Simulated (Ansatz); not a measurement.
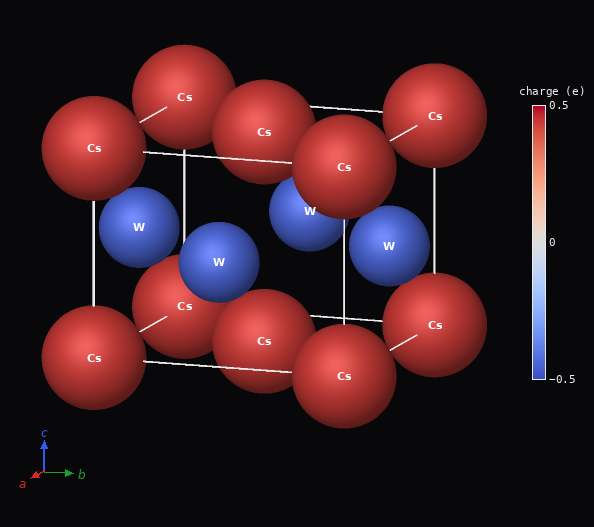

View slightly off an axis, drawn as a spheres-only model. The parallelepiped is the simulation cell. The atoms of this CsW cell are coloured by their Bader charge.

Calculation details: DFT, PAW plane waves, HSE06 (Ansatz); a 420 eV plane-wave basis, a 2×2×2 sampling of the Brillouin zone, Fermi-Dirac smearing of 0.1 eV, collinear spins. The state is antiferromagnetic.

### Which element is the most positive, and which the most negative?

Most positive: Cs; most negative: W. Charges: about Cs +0.4 e; W -0.4 e.

About the cell: it is a generated cell, made by putting these elements into a known structure type (the compound may or may not exist in this form), and it is unrelaxed. It was the input of a calculation with Ansatz.

At this level of theory the cell isn't at rest (compressed, at 6 GPa), so its distances can differ from those at equilibrium, the more so the softer the solid, and its magnetic state may change on relaxation.
